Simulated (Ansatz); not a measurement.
# Work function of Rh by crystal face

How much does the work function of Rh differ between its low-index faces, and does the functional change the order?

Measured values are compiled ones, as quoted in “Anisotropic work function of elemental crystals” (2019, arxiv:1902.07811).

**Method.** Ansatz 0.2.0, plane waves with PAW datasets (its set soft_2) at their recommended cutoffs; symmetric slabs of 7 layers (11 for bcc (111)) cut at the tabulated experimental lattice constant, atoms at bulk places, 18 Å of vacuum, k-spacing 0.16 Å⁻¹ (2π included), Fermi-Dirac smearing of 0.1 eV, SCF threshold 1e-9 eV; spin-polarised where the metal is Fe, Co or Ni. The work function is the vacuum level less the Fermi level; differences are formed before rounding.

What came out:

```tsv
face	atoms per nm²	LDA (eV)	PBEsol (eV)	r2SCAN (eV)	PBE (eV)	RPBE (eV)	PBE, relaxed (eV)	measured (eV)
(111)	16.0	5.56	5.30	5.16	5.17	4.99	5.16	5.46
(100)	13.9	5.44	5.18	5.06	5.05	4.87	5.07	5.3
(110)	9.8	5.06	4.79	4.66	4.68	4.50	4.70	4.86
```

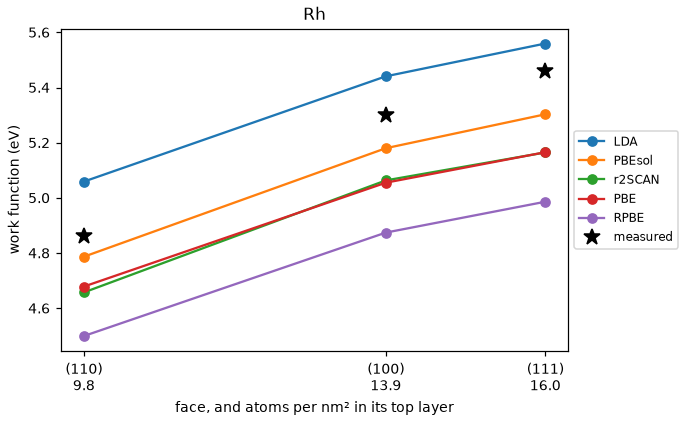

Work function against the density of the top layer.

**Answer.** With PBE the work function runs from 5.17 eV on (111) to 4.68 eV on (110). It falls with the atom density, as Smoluchowski smoothing would have it: on an open face electrons flow from the ridges into the troughs, which weakens the surface dipole. All functionals in the table give the same order. LDA lies 0.38 to 0.39 eV above PBE. With the layers relaxed PBE misses the measured values by 0.16 to 0.30 eV. Against the 3 measured values on unreconstructed faces, PBEsol comes nearest (mean absolute error 0.12 eV), and PBE misses by 0.18 to 0.29 eV. LDA is within 0.1 eV of PBEsol's error, inside the spread of measured values. For (111), (100) and (110) the measured order is the one that PBE gives. Relaxing all layers with PBE (forces under 0.01 eV/Å) moves the values by 0.00 to +0.02 eV.

What the numbers leave out: Slabs this thin leave size errors that can reach a tenth of an eV or more. Compiled measured values differ between sources by a tenth of an eV or more. The functionals share one unrelaxed geometry at the tabulated experimental lattice constant; the relaxed column keeps that in-plane lattice, which is not PBE's own.

[Logs are printed without paths, hosts, clocks, repeated set-up lines and the standing remarks that a program may print on its own settings, such as how far it seeks lower states.]
